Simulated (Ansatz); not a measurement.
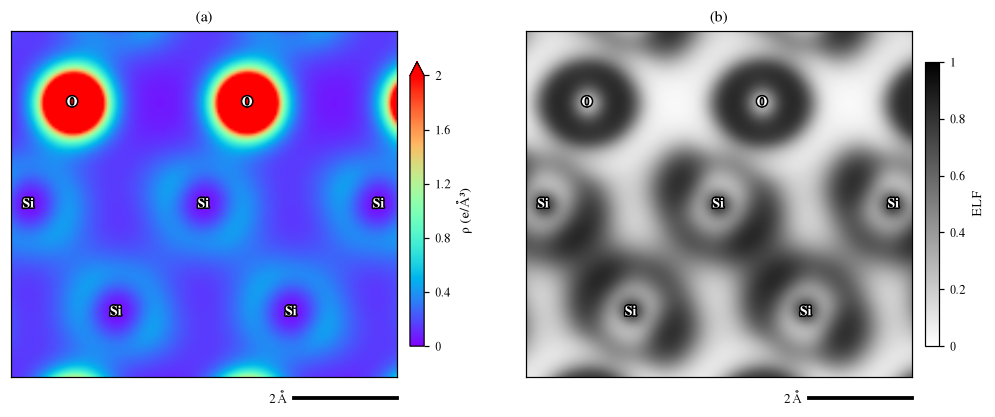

Si3O. (a) valence charge density (pseudo); (b) electron localisation function on the (11̄0) plane of the conventional cell.

Space group P6₃22.

All numbers below come from DFT PBEsol, scalar-relativistic, plane waves, PAW (Ansatz).

The density is the valence pseudo-density of a PAW calculation; it isn't the true density close to the nuclei.

Input

```
crystal:
  lattice:
    - [6.0478982877, 0.0, 0.0]
    - [-3.0239491438, 5.2376335566, 0.0]
    - [0.0, 0.0, 3.4344198944]
  atoms:
    - { symbol: Si, position: [0.3477613665, 0.0, 0.0] }
    - { symbol: Si, position: [0.3477613665, 0.3477613665, 0.5] }
    - { symbol: Si, position: [0.0, 0.3477613665, 0.0] }
    - { symbol: Si, position: [0.6522386335, 0.0, 0.5] }
    - { symbol: Si, position: [0.6522386335, 0.6522386335, 0.0] }
    - { symbol: Si, position: [0.0, 0.6522386335, 0.5] }
    - { symbol: O, position: [0.3333333333, 0.6666666667, 0.25] }
    - { symbol: O, position: [0.6666666667, 0.3333333333, 0.75] }
basis:
  ecutwfc: 420
kpoints:
  mp_grid: { grid: [6, 6, 10] }
hamiltonian:
  xc: pbesol
scf:
  occupations: { method: gaussian, width: 0.1 }
output:
  forces: true
  stress: true
  eigenvalues: true
  write_density: true
  write_potential: true
  elf: true
  volumetric_format: npy
relax:
  adjacent_minimum: "off"
  f_tol: 0.005
  max_steps: 80
  cell: { stress_tol: 0.05 }
```

Run with:

```sh
ansatz run input.yaml --threads 2 --pin off --max-ram 7168MiB --backend cpu --events-out ev --progress --plain --runs-dir out
```

Below, planes, directions and counts refer to the conventional cell (a = 6.05 Å, b = 6.05 Å, c = 3.41 Å, α = 90.00°, β = 90.00°, γ = 120.00°).

The fields are those of the run's last geometry, not of the input's.

**Describe what can be read from this map.**

The section cuts through Si and O sites. Si–O (2.15 Å): the density is about 0.41 e/Å³ at the midpoint; the ELF peaks at about 0.80 in the valence shell of O, 0.6 Å from its nucleus, and drops to about 0.40 between the two atoms. Between the atoms the lowest density in this plane is 0.06 e/Å³.
